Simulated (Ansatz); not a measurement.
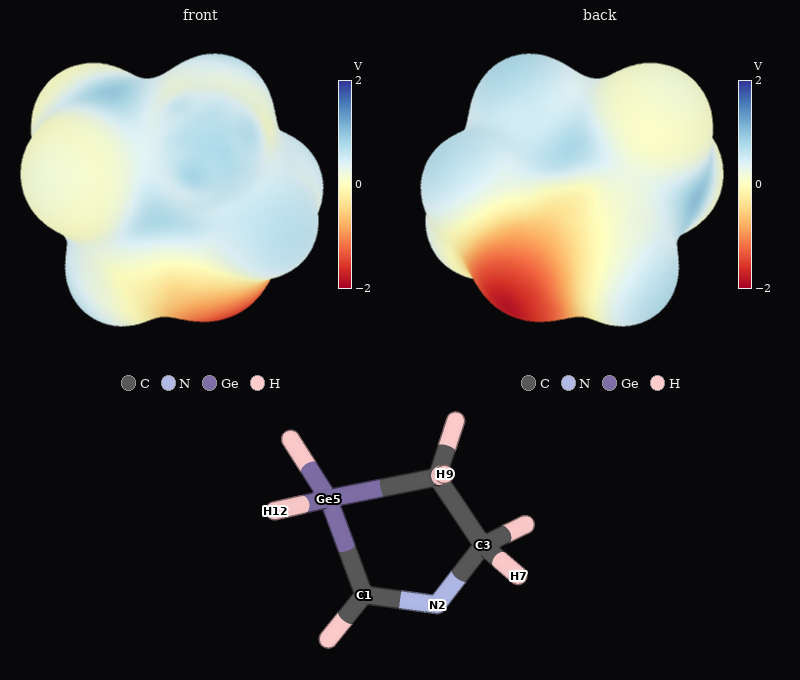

Figure 1: C$_{3}$H$_{7}$GeN. The electrostatic potential painted on the density surface at 0.002 e/bohr³, seen from the front and from behind; the colour scale runs from red (negative) to blue (positive). The bare structure is drawn below in the same view.

Level of theory: RKS PBE/def2-SVP in Ansatz 0.2.0.

```json
{"atom": "C", "x (Å)": "-1.3947", "y (Å)": "0.2616", "z (Å)": "1.0382"}
{"atom": "N", "x (Å)": "-0.3872", "y (Å)": "0.0378", "z (Å)": "1.7962"}
{"atom": "C", "x (Å)": "0.9053", "y (Å)": "-0.2048", "z (Å)": "1.1487"}
{"atom": "C", "x (Å)": "0.9195", "y (Å)": "-0.1315", "z (Å)": "-0.4063"}
{"atom": "Ge", "x (Å)": "-0.9637", "y (Å)": "0.2284", "z (Å)": "-0.9034"}
{"atom": "H", "x (Å)": "-2.3812", "y (Å)": "0.4457", "z (Å)": "1.5096"}
{"atom": "H", "x (Å)": "1.6208", "y (Å)": "0.5208", "z (Å)": "1.5944"}
{"atom": "H", "x (Å)": "1.2511", "y (Å)": "-1.1992", "z (Å)": "1.5079"}
{"atom": "H", "x (Å)": "1.5743", "y (Å)": "0.6820", "z (Å)": "-0.7750"}
{"atom": "H", "x (Å)": "1.2750", "y (Å)": "-1.0751", "z (Å)": "-0.8630"}
{"atom": "H", "x (Å)": "-1.6575", "y (Å)": "-0.9105", "z (Å)": "-1.7017"}
{"atom": "H", "x (Å)": "-1.1932", "y (Å)": "1.5731", "z (Å)": "-1.6473"}
```

Question: Describe the electrostatic potential map.

Answer: The most negative region (about −1.8 V, or −42 kcal/mol for a unit charge) lies over N2, the most positive (about +0.9 V, or +21 kcal/mol for a unit charge) over Ge5. N2 is the likeliest acceptor of a hydrogen bond.
